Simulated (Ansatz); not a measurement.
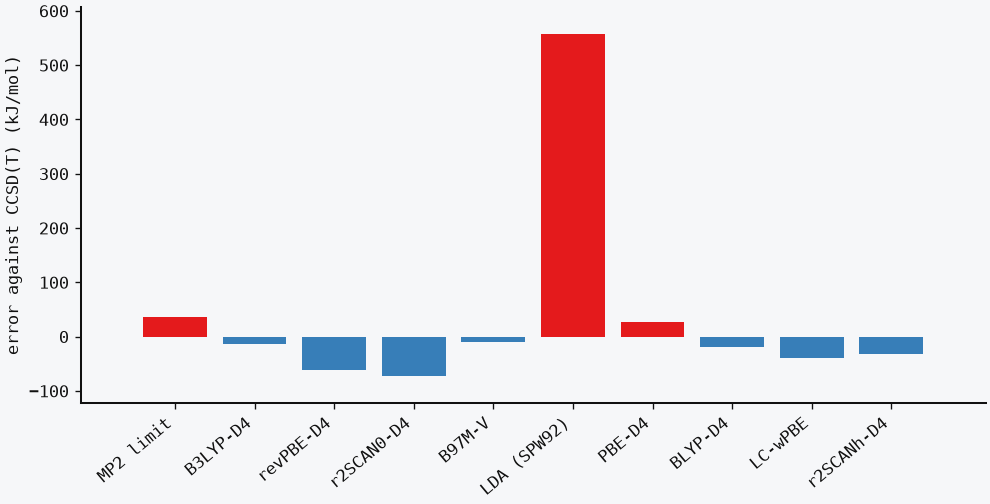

Error in the electronic atomisation energy (method less reference, so positive means overbinding) of CH₇FOSi₂, SMILES OC(F)([SiH3])[SiH3]: functionals in def2-TZVPP against frozen-core CCSD(T) at the limit (MP2 extrapolated from triple and quadruple zeta, plus CCSD(T) less MP2 in a smaller set), which gives 3926.6 kJ/mol, at a PBE0-D4/def2-TZVP geometry (a minimum by its frequencies), no zero-point or spin-orbit term, the Ansatz code 0.2.0. The reference leaves out core correlation, a term that grows with the number of heavy atoms. No dispersion term is added to LC-wPBE. Limit means the basis limit.

Q: What range do the values span?

A: From −72.7 kJ/mol (r2SCAN0-D4) to 556.9 kJ/mol (LDA (SPW92)).

Q: Give the values.

A:
| level | kJ/mol |
| --- | --- |
| MP2 limit | 36.6 |
| B3LYP-D4 | −13.8 |
| revPBE-D4 | −60.7 |
| r2SCAN0-D4 | −72.7 |
| B97M-V | −10.1 |
| LDA (SPW92) | 556.9 |
| PBE-D4 | 27.3 |
| BLYP-D4 | −19.7 |
| LC-wPBE | −38.8 |
| r2SCANh-D4 | −32.7 |
